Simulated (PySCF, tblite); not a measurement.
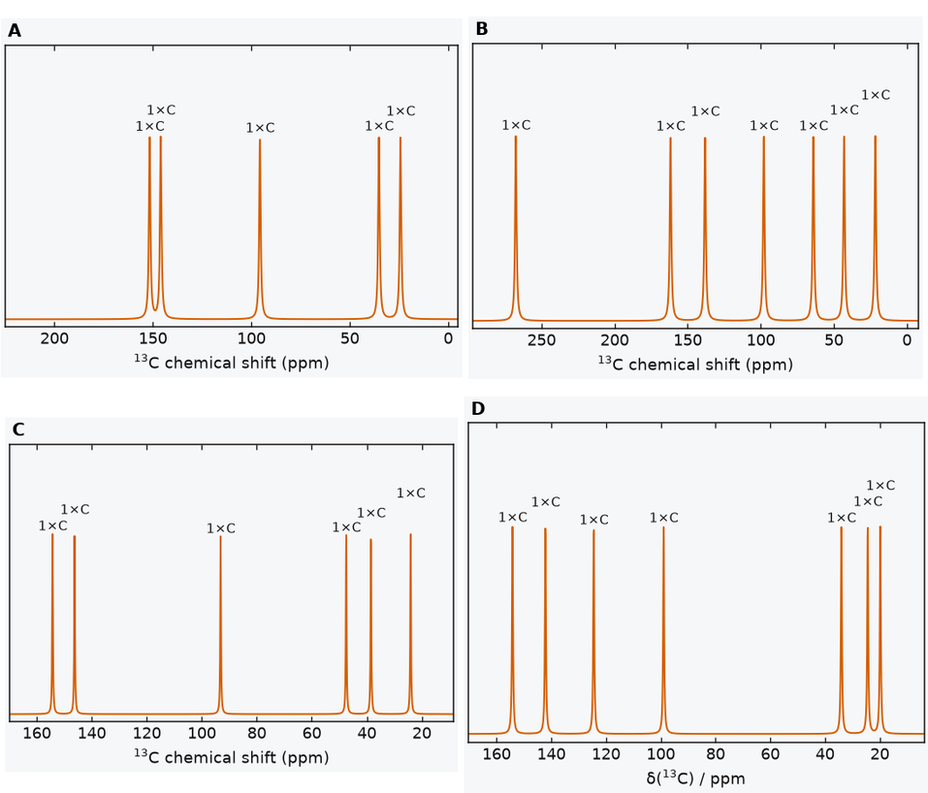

GIAO shifts, PBE0/pcSseg-1 with PySCF, at a GFN2-xTB geometry (a minimum by its frequencies), against TMS for ¹³C computed at the same level. Gas phase, fully decoupled, line heights follow the number of nuclei, widths are arbitrary (no quadrupolar broadening); values of one conformer, averaged over methyl-type rotors and exact or near symmetry; other conformers aren't averaged in.

**Assign the panels.**
1. C₇H₁₁FSSi, SMILES C/C=C1/[SiH2][C@@H](C(C)=S)[C@@H]1F
2. C₇H₁₀FNSi, SMILES C/C=C1\[SiH2][C@@H](CC#N)[C@@H]1F
3. C₅H₁₁FSSi₂, SMILES C/C=C1\[SiH2][C@@H](S[SiH3])[C@H]1F
4. C₆H₁₀ClFSi, SMILES C/C=C1\[SiH2][C@@H](CCl)[C@H]1F

A: 3 (151.6 (1 C), 146.0 (1 C), 95.6 (1 C), 35.2 (1 C), 24.2 (1 C) ppm)
B: 1 (267.6 (1 C), 161.8 (1 C), 138.1 (1 C), 97.9 (1 C), 64.0 (1 C), 43.0 (1 C), 21.6 (1 C) ppm)
C: 4 (154.2 (1 C), 146.2 (1 C), 93.1 (1 C), 47.5 (1 C), 38.5 (1 C), 24.1 (1 C) ppm)
D: 2 (154.2 (1 C), 142.1 (1 C), 124.5 (1 C), 98.9 (1 C), 34.0 (1 C), 24.4 (1 C), 19.8 (1 C) ppm)

Caveats, for all or some of the runs: the tight-binding geometry is rougher than a DFT one and adds to the error.
